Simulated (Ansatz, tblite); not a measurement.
# InH2(SiH3) (InSiH₅): removing an electron

Aim: the energy of removing an electron for InH2(SiH3) (InSiH₅), by energy differences, and how well orbital energies stand in for it.

Method: as each input shows; program: Ansatz 0.2.0, Gaussian basis.

The runs, in order: charge +1 doublet, at the geometry of the singlet (PBE0-D4/def2-TZVP, PBE-D4/def2-TZVP, r2SCAN-D4/def2-TZVP, CCSD(T)/def2-TZVPP); the starting singlet's energies come from earlier runs.

3 further runs of the same task are left out: 3 set aside as unsound or not needed. Runs told in other sessions of the task aren't counted.

## Step 1: The geometry

The singlet was relaxed beforehand with PBE-D4/def2-TZVP.

7 atoms, charge 0, spin multiplicity 1.

Atoms are counted from 1 here; the program's logs count them from 0.

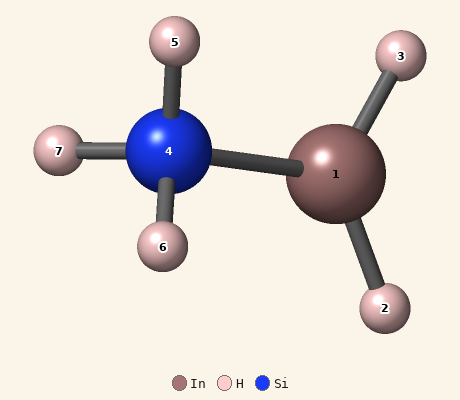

The geometry (indium brown, hydrogen pink, silicon blue); atoms are numbered from 1 in the order of the file.

In takes a core potential in the def2 sets. No spin-orbit coupling is included.

## Step 2: Charge +1 doublet at the fixed geometry, PBE0-D4/def2-TZVP

File in.yaml:

```yaml
crystal:
  periodic: [false, false, false]
  atoms:
    - {symbol: In, position_ang: [0.723379, 1.262288, 0.012553]}
    - {symbol: H, position_ang: [2.465258, 1.296770, 0.035257]}
    - {symbol: H, position_ang: [-0.124073, 2.783556, -0.045025]}
    - {symbol: Si, position_ang: [-0.563600, -0.980791, 0.019266]}
    - {symbol: H, position_ang: [-1.917869, -0.863805, 0.648448]}
    - {symbol: H, position_ang: [0.183977, -2.068145, 0.728108]}
    - {symbol: H, position_ang: [-0.767062, -1.429883, -1.398615]}
basis:
  gaussian: {orbitals: def2-TZVP}
total_charge: 1
magnetization: {spin_polarized: true, initial_magnetization: 1}
hamiltonian: {xc: pbe0, dispersion: d4}
output: {orbitals: {seedname: orbitals}}
```

Run with:

```sh
$ ansatz run in.yaml --threads 4 --pin off --events-out ev --progress --plain --max-ram 3916MiB
```

Output:

```text
Functional definition: PBE0
  name "PBE0"
  cite "Adamo & Barone, J. Chem. Phys. 110, 6158 (1999) doi:10.1063/1.478522"
  cite "Perdew, Burke & Ernzerhof, Phys. Rev. Lett. 77, 3865 (1996) doi:10.1103/PhysRevLett.77.3865"
  parent pbe
  parameter a = 0.25
  parameter kappa = 0.804
  parameter beta = 0.06672455060314922
  exchange = (1 - a)*pbe_x(kappa = kappa, mu = beta*pi^2/3) + a*exact_x
  correlation = pbe_c(beta = beta)
969 factors; their error is unknown
mean field evaluation 1: about -13115.6494 eV, gradient 1.8e1 eV
mean field evaluation 2: about -13107.9172 eV, gradient 3.2e1 eV
mean field evaluation 4: about -13118.5558 eV, gradient 2.2e0 eV
mean field evaluation 8: about -13118.6001 eV, gradient 4.3e-1 eV
mean field evaluation 16: about -13119.5419 eV, gradient 1.6e-2 eV
mean field -13119.54187034 eV, -482.1342709902 hartree, gradient 2.0e-5 eV, S^2 0.755405; 2 other end points of the search recorded, 0 dependent functions left out
reference -13119.54190630 eV, -482.1342723115 hartree; 20, 19 occupied and 97, 98 virtual orbitals, 969 factors
Total energy: -13119.61483528 eV, -482.1369524022 hartree
```

Run time: 2 s. Hardware: 4 threads of Arm Neoverse V2, shared host.

HOMO -13.49 eV, LUMO -11.28 eV (over both spins); ⟨S²⟩ 0.755 (pure: 0.75).

## Step 3: Charge +1 doublet at the fixed geometry, PBE-D4/def2-TZVP

start.molden holds the orbitals of an earlier run on this state, given as this run's starting guess.

Changes to in.yaml since step 2:

```diff
@@ -11,6 +11,7 @@
 basis:
-  gaussian: {orbitals: def2-TZVP}
+  gaussian: {orbitals: def2-TZVP, initial_orbitals: start.molden}
 total_charge: 1
 magnetization: {spin_polarized: true, initial_magnetization: 1}
-hamiltonian: {xc: pbe0, dispersion: d4}
+hamiltonian: {xc: pbe, dispersion: d4}
+scf: {omitted_lower_state_checks: [starts]}
 output: {orbitals: {seedname: orbitals}}
```

Same command.

Output:

```text
Functional definition: PBE
  name "PBE"
  cite "Perdew, Burke & Ernzerhof, Phys. Rev. Lett. 77, 3865 (1996) doi:10.1103/PhysRevLett.77.3865"
  parent pbe
  parameter kappa = 0.804
  parameter beta = 0.06672455060314922
  exchange = pbe_x(kappa = kappa, mu = beta*pi^2/3)
  correlation = pbe_c(beta = beta)
these checks for a lower state are left out or cut short: starts
860 factors; their error is unknown
mean field evaluation 1: about -13118.6815 eV, gradient 5.3e0 eV
mean field evaluation 2: about -13118.7630 eV, gradient 1.2e-1 eV
mean field evaluation 4: about -13118.7534 eV, gradient 6.2e-4 eV
mean field -13118.75338440 eV, -482.1052946663 hartree, gradient 2.6e-5 eV, S^2 0.752817; 0 other end points of the search recorded, 0 dependent functions left out
reference -13118.75343330 eV, -482.1052964632 hartree; 20, 19 occupied and 97, 98 virtual orbitals, 860 factors
Total energy: -13118.83907184 eV, -482.1084436216 hartree
Checks for a lower state left out: starts
```

It took 1 s on 4 threads of Arm Neoverse V2, shared host.

From the report: HOMO -12.48 eV, LUMO -11.99 eV (over both spins); ⟨S²⟩ 0.753 (pure: 0.75).

## Step 4: Charge +1 doublet at the fixed geometry, r2SCAN-D4/def2-TZVP

Changes to in.yaml since step 3:

```diff
@@ -14,3 +14,3 @@
 magnetization: {spin_polarized: true, initial_magnetization: 1}
-hamiltonian: {xc: pbe, dispersion: d4}
+hamiltonian: {xc: r2scan, dispersion: d4}
 scf: {omitted_lower_state_checks: [starts]}
```

Same command.

Output:

```text
Functional definition: r2SCAN
  name "r2SCAN"
  cite "Furness, Kaplan, Ning, Perdew & Sun, J. Phys. Chem. Lett. 11, 8208 (2020) doi:10.1021/acs.jpclett.0c02405"
  cite "Furness, Kaplan, Ning, Perdew & Sun, J. Phys. Chem. Lett. 11, 9248 (2020) doi:10.1021/acs.jpclett.0c03077"
  parent r2scan
  parameter k0 = 0.174
  parameter k1 = 0.065
  parameter a1 = 4.9479
  exchange = r2scan_x(k0 = k0, k1 = k1, a1 = a1)
  correlation = r2scan_c
these checks for a lower state are left out or cut short: starts
860 factors; their error is unknown
mean field evaluation 1: about -13124.1388 eV, gradient 3.8e0 eV
mean field evaluation 2: about -13124.1677 eV, gradient 4.2e-2 eV
mean field evaluation 4: about -13124.1573 eV, gradient 1.1e-4 eV
mean field -13124.15728695 eV, -482.3038844219 hartree, gradient 1.2e-5 eV, S^2 0.756572; 0 other end points of the search recorded, 0 dependent functions left out
reference -13124.15730311 eV, -482.3038850159 hartree; 20, 19 occupied and 97, 98 virtual orbitals, 860 factors
Total energy: -13124.17611704 eV, -482.3045764150 hartree
Checks for a lower state left out: starts
```

Run time: 2.2 s. Hardware: 4 threads of Arm Neoverse V2, shared host.

Report: HOMO -12.71 eV, LUMO -11.84 eV (over both spins); ⟨S²⟩ 0.757 (pure: 0.75).

## Step 5: Charge +1 doublet at the fixed geometry, CCSD(T)/def2-TZVPP

Changes to in.yaml since step 4:

```diff
@@ -11,7 +11,7 @@
 basis:
-  gaussian: {orbitals: def2-TZVP, initial_orbitals: start.molden}
+  gaussian: {orbitals: def2-TZVPP, initial_orbitals: start.molden}
 total_charge: 1
 magnetization: {spin_polarized: true, initial_magnetization: 1}
-hamiltonian: {xc: r2scan, dispersion: d4}
-scf: {omitted_lower_state_checks: [starts]}
+correlation: {method: ccsd_t}
+scf: {omitted_lower_state_checks: [starts, cluster_reference]}
 output: {orbitals: {seedname: orbitals}}
```

Same command.

Output (excerpt; [...] marks lines left out):

```text
Functional definition: HF
  name "HF"
  cite "Fock, Z. Phys. 61, 126 (1930) doi:10.1007/BF01340294"
  parent pbe
[...]
1101 factors; integrals over basis functions are off by at most 9.9e-4 eV
[...]
mean field -13080.85692836 eV, -480.7126255938 hartree, gradient 3.5e-6 eV, S^2 0.767436; 0 other end points of the search recorded, 0 dependent functions left out
9 core orbitals not correlated: weight in the atoms' cores, before any rotation towards them, 1.000 or more for the frozen orbitals, at most 0.000 for the correlated occupied ones
reference -13080.85692836 eV, -480.7126255938 hartree; 11, 10 occupied and 142, 143 virtual orbitals, 1101 factors
second order -10.83344535 eV of doubles, -0.00000000 eV of singles
cycle   1  -11.26407396 eV  change   -4.3e-1 eV  update   9.9e-2
[...]
cycle  11  -11.78058645 eV  change   -7.2e-6 eV  update   1.3e-5
perturbative correction -0.32675070 eV, -0.0120078667 hartree
Total energy: -13092.96426551 eV, -481.1575620276 hartree
Checks for a lower state left out: starts, cluster_reference
```

Wall time 39 s (4 threads of Arm Neoverse V2, shared host); peak memory 3 GiB.

Hartree-Fock HOMO -15.88 eV, LUMO -7.77 eV (over both spins); ⟨S²⟩ 0.767 (pure: 0.75); T1 0.020.

## Step 6: Vertical ionisation energy

Charged state less starting state, singlet to doublet; the starting state's energies are those of its earlier runs.

```
             method  vertical ionisation energy (eV)  from CCSD(T)/def2-TZVPP (eV)   time
      HF/def2-TZVPP                             8.70                         -0.74       
   PBE-D4/def2-TZVP                             9.21                         -0.23  1.6 s
r2SCAN-D4/def2-TZVP                             9.27                         -0.17  3.3 s
  PBE0-D4/def2-TZVP                             9.36                         -0.08  2.9 s
     MP2/def2-TZVPP                             9.49                         +0.05       
    CCSD/def2-TZVPP                             9.42                         -0.02       
 CCSD(T)/def2-TZVPP                             9.44                             0   49 s
```

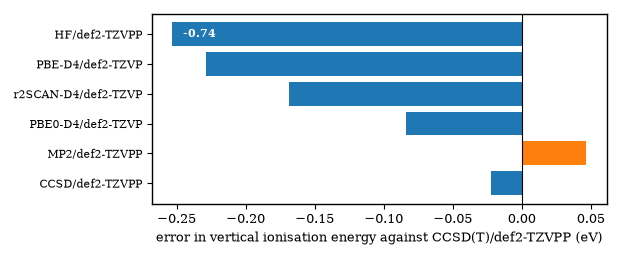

Deviations from CCSD(T)/def2-TZVPP, method by method. Bars with a number in them are cut short.

Times add the two runs; a level without a time comes out of a correlated run.

Beside −ε(HOMO) of the starting state:

```
              level  −ε(HOMO) (eV)  by difference (eV)  mismatch (eV)
   PBE-D4/def2-TZVP           6.36                9.21          -2.85
r2SCAN-D4/def2-TZVP           6.59                9.27          -2.68
  PBE0-D4/def2-TZVP           7.37                9.36          -1.99
```

## Step 7: Summary of results

```
                                            quantity                               value
vertical ionisation energy, functionals in def2-TZVP  9.21 (PBE-D4) to 9.36 eV (PBE0-D4)
      vertical ionisation energy, CCSD(T)/def2-TZVPP                             9.44 eV
```

What this shows: The vertical ionisation energy spans 9.21 to 9.36 eV over the functionals, beside 9.44 eV from CCSD(T)/def2-TZVPP. −ε(HOMO) misses the level's own difference by -1.99 eV at best (PBE0-D4) and -2.85 eV at worst (PBE-D4). The reference is CCSD(T) in one finite basis, so it carries an error of its own, often a tenth of an eV or more, and near misses can't be ranked.
